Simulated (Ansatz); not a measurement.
# Silicon, BC8 under r²SCAN: relaxation and energy

Aim: take silicon in the BC8 structure, relax it, then solve it on a dense k-mesh. Spin polarisation is left out. The k-meshes are 4×4×4 for the relaxation; 6×6×6 for the dense run. It starts from a deposited cell (COD).

Program: Ansatz 0.2.0. Level of theory: DFT r2SCAN, plane waves (500 eV) with PAW, scalar-relativistic; PBE-made PAW files. These are calculated values, not measurements.

## (1) The starting structure

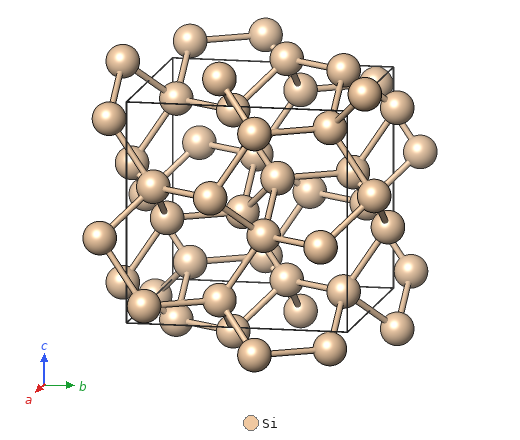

The structure, seen slightly off an axis (silicon light orange). The conventional cell is drawn; the run uses a primitive one. Any atoms on the faces are drawn again on the opposite ones, and bonded neighbours outside are added.

Coordinates:

```
Si
1.0
    -3.31800    3.31800    3.31800
     3.31800   -3.31800    3.31800
     3.31800    3.31800   -3.31800
Si
8
Direct
  0.20060 0.20060 0.20060
  0.50000 0.00000 0.29940
  0.29940 0.50000 0.00000
  0.00000 0.29940 0.50000
  0.79940 0.79940 0.79940
  0.50000 0.00000 0.70060
  0.70060 0.50000 0.00000
  0.00000 0.70060 0.50000
```

## (2) Geometry optimisation

Contents of input.yaml:

```yaml
crystal:
  lattice:
    - [-3.318, 3.318, 3.318]
    - [3.318, -3.318, 3.318]
    - [3.318, 3.318, -3.318]
  atoms:
    - { symbol: Si, position: [0.2006, 0.2006, 0.2006] }
    - { symbol: Si, position: [0.5, 0.0, 0.2994] }
    - { symbol: Si, position: [0.2994, 0.5, 0.0] }
    - { symbol: Si, position: [0.0, 0.2994, 0.5] }
    - { symbol: Si, position: [0.7994, 0.7994, 0.7994] }
    - { symbol: Si, position: [0.5, 0.0, 0.7006] }
    - { symbol: Si, position: [0.7006, 0.5, 0.0] }
    - { symbol: Si, position: [0.0, 0.7006, 0.5] }
hamiltonian:
  xc: r2scan
  pseudopotentials:
    kind: paw
    azcp:
      Si: "pseudopotentials/Si.paw.azcp"
basis:
  ecutwfc: 500
  fft_grid_basis: typed
kpoints:
  mp_grid: { grid: [4, 4, 4], shift: [0, 0, 0] }
magnetization:
  spin_polarized: false
scf:
  occupations: { method: fermi_dirac, width: 0.05 }
relax:
  max_steps: 60
  f_tol: 0.01
  cell: {}
```

The log of the run, cut to the lines that bear on the results:

```text
[...]
Pseudopotentials: kind: paw
Pseudopotential: Si, paw, valence charge 4, recommended cutoff 500 eV (meta_gga), <dir>
Functional definition: r2SCAN
[...]
Crystal: 8 atoms, lattice volume = 146.113 Å³
Basis set: ecut = 500 eV, 3781 PW (Γ), exchange–correlation on 180×180×180 points (64 copies of the dense FFT grid, shifted against one another)
Bands: 24, of which v1, the nominal top of the filled ones, is band 16 counted from 1 (15 counted from 0)
Symmetry: 24 space group operations
Space group: Ia-3 (ITA 206), of the structure as read, at distance tolerance 5.3e-5 Å
k-points: 8 of 64
[...]
SCF iter   1: F=—  HF=-5110.948115 eV  |F-HF|=—  |Δ(HF+E_count)|=         —  Δρ=4.89e-3  dr2=3.07e-2  dr2_τ=5.02e-2  ethr=1.77e-3  ⟨swp⟩=8.0  Hψ=1172  notcnv=0
[...]
relax step   1: F+E_penalty+E_count = -5111.03126258 eV  Δ(F+E_penalty+E_count) = +0.000e0 eV  max|allowed force component| = 8.217e-2 eV/Å  Δτ_max = 0.0000 Å  P = +0.753 GPa  Ω = 146.113 Å³  (6 SCF iters, dr2 threshold 1.00e-7 eV, accepted)
[...]
relax step   3: F+E_penalty+E_count = -5111.03624252 eV  Δ(F+E_penalty+E_count) = -4.518e-4 eV  max|allowed force component| = 1.443e-3 eV/Å  Δτ_max = 0.0022 Å  P = -0.002 GPa  Ω = 146.811 Å³  energy of the carried Pulay correction = -3.513e-5 eV  (4 SCF iters, dr2 threshold 4.51e-8 eV, accepted)
[...]
  atom   2  Si    -0.00145447    -0.00145447     0.00145447
  atom   3  Si     0.00145447    -0.00145447    -0.00145447
  atom   4  Si    -0.00145447     0.00145447    -0.00145447
  atom   5  Si    -0.00145447    -0.00145447    -0.00145447
  atom   6  Si     0.00145447     0.00145447    -0.00145447
  atom   7  Si    -0.00145447     0.00145447     0.00145447
  atom   8  Si     0.00145447    -0.00145447     0.00145447
[...]
--- Stress (GPa, compression-positive) ---
       -0.001837       0.000000       0.000000
        0.000000      -0.001837      -0.000000
        0.000000      -0.000000      -0.001837
  P = ⅓ Tr σ = -0.0018 GPa (-0.018 kbar)
--- Relaxed structure (3 steps of the walk, 3 accepted, 1 SCFs on fresh bases) ---
  F+E_penalty+E_count = -5111.03626261 eV   max|allowed force component| = 1.454e-3 eV/Å   (the final SCF, on the basis selected at the relaxed cell)
  cell:  # Å, volume = 146.8114 Å³
    - [-3.323277310562738, 3.323277310562738, 3.323277310562738]
    - [3.323277310562738, -3.323277310562738, 3.323277310562738]
    - [3.323277310562738, 3.323277310562738, -3.323277310562738]
  atoms:
    - { symbol: Si, position: [0.20162986320737927, 0.20162986320737927, 0.20162986320737927] }
    - { symbol: Si, position: [0.5, 0.0, 0.2983701367926207] }
    - { symbol: Si, position: [0.2983701367926207, 0.5, 0.0] }
    - { symbol: Si, position: [0.0, 0.2983701367926207, 0.5] }
    - { symbol: Si, position: [0.7983701367926207, 0.7983701367926207, 0.7983701367926207] }
    - { symbol: Si, position: [0.49999999999999994, 0.0, 0.7016298632073792] }
    - { symbol: Si, position: [0.7016298632073792, 0.49999999999999994, 0.0] }
    - { symbol: Si, position: [0.0, 0.7016298632073792, 0.49999999999999994] }
```

Wall time 15 s (2 threads of an x86-64 CPU, shared host); peak memory 0.96 GiB.

Step by step:

```
step  energy change (meV/atom)  largest force (eV/Å)  pressure (GPa)  volume (Å³/atom)
   1                      0.00                0.0822            0.75            18.264
   2                     -0.57                0.0269            0.13            18.346
   3                     -0.62                0.0014            0.00            18.351
   4                     -0.63                0.0015            0.00            18.351
```

Steps that repeat a cell are solved on a basis chosen anew, so their changes of energy are no gain of the relaxation.

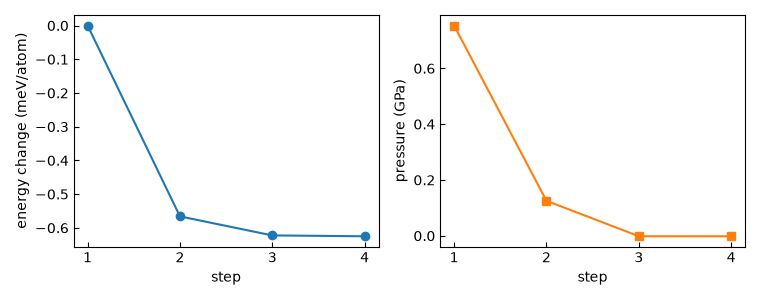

Energy and pressure over the accepted steps.

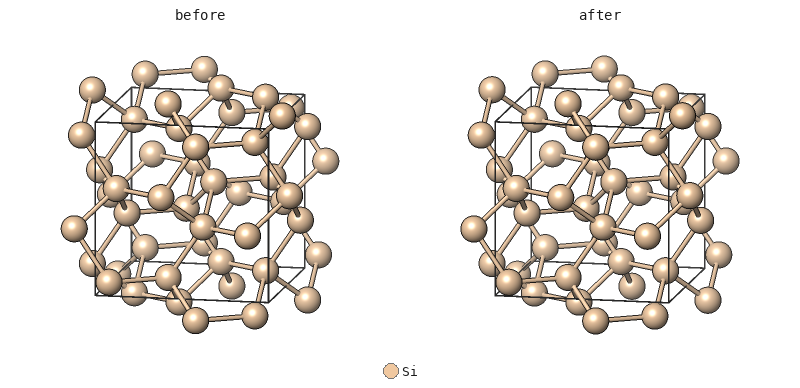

Before and after, at one scale. The cells drawn are those of the first picture.

The cell of the run, before and after:

|  | before | after | change |
| --- | --- | --- | --- |
| a (Å) | 5.747 | 5.756 | +0.2 % |
| b (Å) | 5.747 | 5.756 | +0.2 % |
| c (Å) | 5.747 | 5.756 | +0.2 % |
| volume (Å³/atom) | 18.264 | 18.351 | +0.5 % |
| shortest distance (Å) | 2.306 | 2.321 | +0.7 % |
| space group (spins left aside) | Ia-3 | Ia-3 | same |

## (3) The energy on a finer k-mesh

Contents of input.yaml:

```yaml
crystal:
  lattice:
    - [-3.3232773106, 3.3232773106, 3.3232773106]
    - [3.3232773106, -3.3232773106, 3.3232773106]
    - [3.3232773106, 3.3232773106, -3.3232773106]
  atoms:
    - { symbol: Si, position: [0.2016298632, 0.2016298632, 0.2016298632] }
    - { symbol: Si, position: [0.5, 1.0, 0.2983701368] }
    - { symbol: Si, position: [0.2983701368, 0.5, 0.0] }
    - { symbol: Si, position: [1.0, 0.2983701368, 0.5] }
    - { symbol: Si, position: [0.7983701368, 0.7983701368, 0.7983701368] }
    - { symbol: Si, position: [0.5, 0.0, 0.7016298632] }
    - { symbol: Si, position: [0.7016298632, 0.5, 1.0] }
    - { symbol: Si, position: [1.0, 0.7016298632, 0.5] }
hamiltonian:
  xc: r2scan
  pseudopotentials:
    kind: paw
    azcp:
      Si: "pseudopotentials/Si.paw.azcp"
basis:
  ecutwfc: 500
  fft_grid_basis: typed
kpoints:
  mp_grid: { grid: [6, 6, 6], shift: [0, 0, 0] }
magnetization:
  spin_polarized: false
scf:
  occupations: { method: fermi_dirac, width: 0.05 }
```

The log of the run, cut to the lines that bear on the results:

```text
[...]
Pseudopotentials: kind: paw
Pseudopotential: Si, paw, valence charge 4, recommended cutoff 500 eV (meta_gga), <dir>
Functional definition: r2SCAN
[...]
Crystal: 8 atoms, lattice volume = 146.811 Å³
Basis set: ecut = 500 eV, 3781 PW (Γ), exchange–correlation on 180×180×180 points (64 copies of the dense FFT grid, shifted against one another)
Bands: 24, of which v1, the nominal top of the filled ones, is band 16 counted from 1 (15 counted from 0)
Symmetry: 24 space group operations
Space group: Ia-3 (ITA 206), of the structure as read, at distance tolerance 5.3e-5 Å
k-points: 18 of 216
[...]
SCF iter   1: F=—  HF=-5110.963569 eV  |F-HF|=—  |Δ(HF+E_count)|=         —  Δρ=4.92e-3  dr2=3.30e-2  dr2_τ=4.87e-2  ethr=1.77e-3  ⟨swp⟩=7.3  Hψ=2584  notcnv=0
[...]
SCF iter   6: F=-5111.044399 eV  HF=-5111.044399 eV  |F-HF|=8.01e-8  |Δ(HF+E_count)|=   1.54e-6  Δρ=8.19e-6  dr2=6.52e-8  dr2_τ=1.00e-9  ethr=3.13e-10  ⟨swp⟩=3.0  Hψ=1072  notcnv=0
[...]
SCF converged after 6 iterations
Free energy (F): -5111.044399 eV
[...]
E sigma→0 (E₀):  -5111.043160 eV
Entropy (-TS):   -0.002478 eV (-0.310 meV/atom)
Fermi energy:    7.589599 eV
[...]
```

Wall time 5 s (2 threads of an x86-64 CPU, shared host); peak memory 0.88 GiB.

## (4) Results

| quantity | value |
| --- | --- |
| space group (spins left aside) | Ia-3 (No. 206) |
| conventional cell | a = 6.647 Å |
| volume | 18.351 Å³/atom |
| shortest distance | 2.321 Å |
| against the deposited volume | +0.5 % (18.264 Å³/atom) |
| gap on the mesh | none (levels filled in part) |
| relative to diamond | +186 meV/atom |

**Reading.** The volume comes out 0.5 % larger than measured. The deposited cell holds zero-point motion and, unless taken cold, thermal expansion, so the miss against a static lattice is larger still. Against the reference form of silicon (diamond, computed apart with the same settings) it stands 186 meV/atom higher, so it is far from stable. No gap shows: it is a metal or semimetal at this level. The symmetry was held, so the structure may be unstable against distortions that break it.
